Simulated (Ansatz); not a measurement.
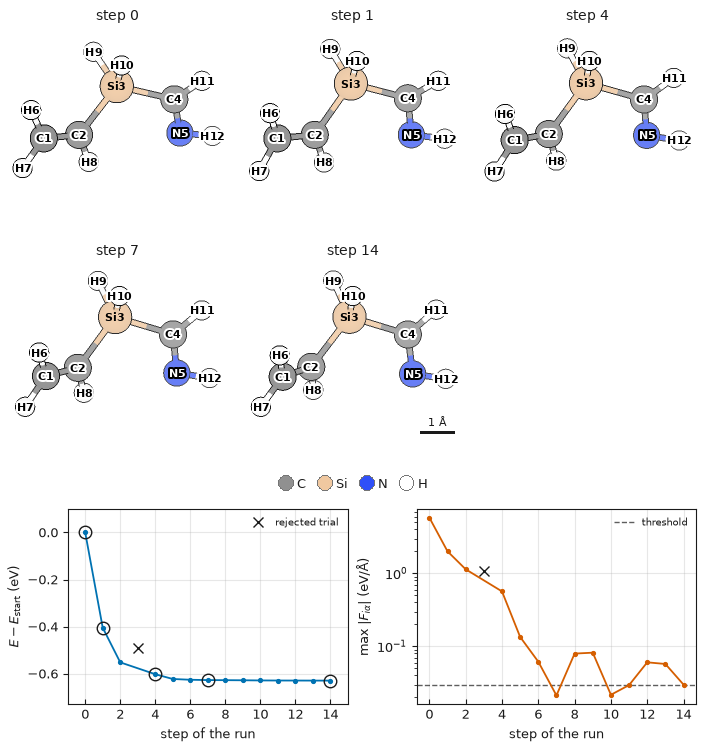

Frames of a relaxation of C3H7NSi (coarse preliminary run), marked on the history of the run. A ball-and-stick model, seen at a tilt.

The start comes from a force field.

All numbers below come from Ansatz, RKS PBE-D4/def2-SVP. (force threshold 0.03 eV/Å; at most 200 steps)

> Describe the path.

After 13 accepted moves (14 points after the start) the energy has fallen by 0.629 eV. Largest force component: 5.8 eV/Å at the start, 0.03 eV/Å at the end. The line search rejected the trial step at point 3 of the run. The forces were under the threshold at step 7, but the run went on from there. H6 moves most after the best rigid fit: 0.59 Å. By element the largest moves are H 0.59 Å, N 0.43 Å, C 0.21 Å, Si 0.15 Å. Among the contacts that change: C4–H11 1.031 → 1.122 Å, C4–N5 1.362 → 1.286 Å, C2–H8 1.041 → 1.106 Å, Si3–C4 1.848 → 1.910 Å. Among the angles between lasting bonds that change: C4–Si3–H9 114.4° → 106.7°, C2–Si3–C4 115.4° → 109.6°, C2–Si3–H10 106.1° → 110.8°. Groups turn about C2–Si3 by about 25°, Si3–C4 by about 20°. From step 0 to 1: H6 moves most (0.19 Å), energy −0.405 eV. From step 1 to 4: C and H atoms move most (0.13 Å), energy −0.198 eV. From step 4 to 7: H6 moves most (0.19 Å), energy −0.025 eV. From step 7 to 14: H8 moves most (0.23 Å), energy −0.002 eV.
